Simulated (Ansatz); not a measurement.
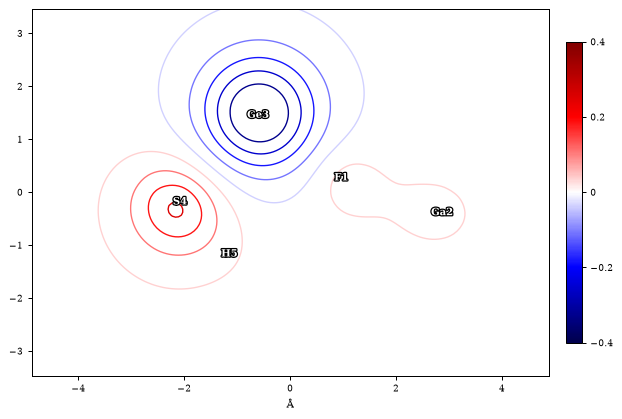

Figure. FGaGeHS (charge +1). The LUMO on a plane 0.8 Å above the molecular plane (values in Å⁻³ᐟ²; the overall sign is arbitrary).

Geometry: r2SCAN-D4/def2-SVP.

The calculation used isolated molecule in a Gaussian basis; Kohn-Sham density functional theory, functional PBE0 in Ansatz.

Input file:

```
crystal:
  periodic: [false, false, false]
  atoms:
    - {symbol: F, position_ang: [-0.760105, -0.473162, -0.501114]}
    - {symbol: Ga, position_ang: [-2.478623, -0.026566, -1.451235]}
    - {symbol: Ge, position_ang: [0.622912, -1.441344, 0.507180]}
    - {symbol: S, position_ang: [2.074391, 0.220021, 0.493848]}
    - {symbol: H, position_ang: [1.269154, 1.057590, -0.202828]}
basis:
  gaussian: {orbitals: def2-TZVPD}
total_charge: 1
hamiltonian: {xc: {name: PBE0}}
output: {forces: true, orbitals: {seedname: orbitals}}
```

Command:

```sh
ansatz run input.yaml --threads 1 --pin off --max-ram 2610MiB --events-out events.jsonl --progress --plain --runs-dir runs
```

### What is the character of this orbital?

It lies mainly on Ge3 (about 75 %) and S4 (about 20 %); it changes sign across the molecular plane (π type). Its energy is −6.95 eV.
